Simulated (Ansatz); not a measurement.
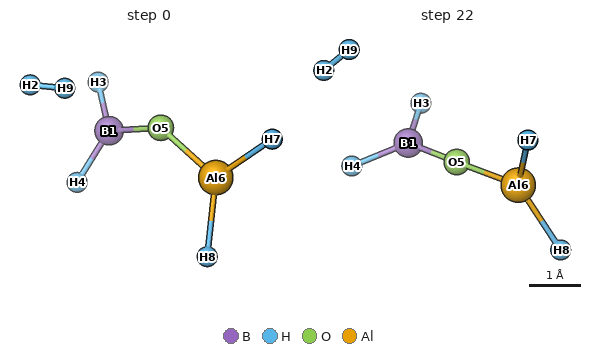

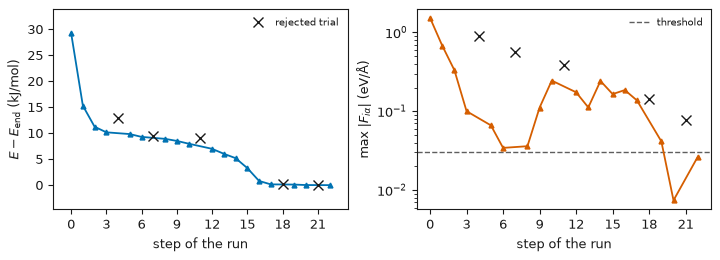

First and last geometry of a relaxation of AlBH6O, with the history of the run. Style: ball-and-stick. Shown from a free direction.

The run prepares an end point of a later path (reaction) calculation, from a guessed geometry.

All numbers below come from Ansatz 0.2.0, RKS BHLYP-D4/def2-SVP.

The input:
```yaml
crystal:
  periodic: [false, false, false]
  atoms:
    - { symbol: B, position_ang: [0.019381, -0.32742, -0.343961] }
    - { symbol: H, position_ang: [0.075896, 0.060151, 2.020038] }
    - { symbol: H, position_ang: [1.044357, 0.295361, -0.424177] }
    - { symbol: H, position_ang: [-1.045744, 0.222931, -0.481646] }
    - { symbol: O, position_ang: [0.080201, -1.685325, -0.158603] }
    - { symbol: Al, position_ang: [-0.805448, -3.124623, -0.400833] }
    - { symbol: H, position_ang: [-0.038993, -4.460254, -0.105363] }
    - { symbol: H, position_ang: [-2.293598, -3.036827, -0.893147] }
    - { symbol: H, position_ang: [0.125248, -0.614593, 1.790391] }
basis:
  gaussian: { orbitals: def2-SVP }
hamiltonian:
  xc: { name: BHLYP }
  dispersion: d4
relax:
  f_tol: 0.03
  max_steps: 50
output:
  orbitals: {}
```

Run as
```bash
ansatz run input.yaml --threads 1 --pin off --max-ram 2048MiB --backend cpu --events-out ev --progress --plain --runs-dir out
```

Q: Read the history and describe the run.

A: It converged. After 17 accepted moves (22 points after the start) the energy has fallen by 29.3 kJ/mol. The largest force component goes from 1.5 to 0.027 eV/Å. The line search rejected the trial steps at points 4, 7, 11, 18, 21 of the run. The forces were under the threshold at step 20, but the run went on from there. H8 moves most after the best rigid fit: 1.17 Å. Largest moves by element: H 1.17 Å, O 0.74 Å, B 0.33 Å, Al 0.19 Å. Among the contacts that change: B1–O5 1.372 → 1.330 Å, H2–H9 0.714 → 0.754 Å, O5–Al6 1.707 → 1.694 Å, B1–H3 1.202 → 1.206 Å. Bond angles that change, for instance: B1–O5–Al6 142.4° → 179.0°. The run took 53 s on 1 thread of Arm Neoverse V1 (shared host), peak memory 0.16 GiB.
